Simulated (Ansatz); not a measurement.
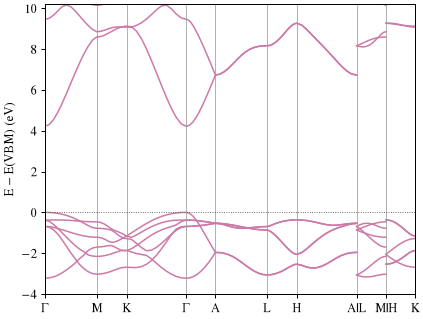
Fig. 1. Band structure from the program Ansatz at the r²SCAN level (PAW)

Read off the gap and where the band edges lie.

About 4.2 eV (4.22 eV by a search for the band edges); maximum at Γ, minimum at Γ.

Which of these materials gives this?
A) SiC, 4H polytype
B) MgO, wurtzite
C) Si3N4, P6_3/m (Si on 6h, N on 2c, N on 6h)
D) Li2O2, P6_3/mmc (Li on 2a, Li on 2c, O on 4f)

B, MgO, wurtzite

Space group P6_3mc (wurtzite). The first step of the workflow began from a Materials Project structure, measured or hypothetical; the Crystallography Open Database copy checked does not list it. It is not the phase usual at ambient conditions (space group No. 225). Symmetry was held in the r²SCAN relaxation; its stability against distortions is not shown here.

Potentials: the later of the program's two PAW sets.
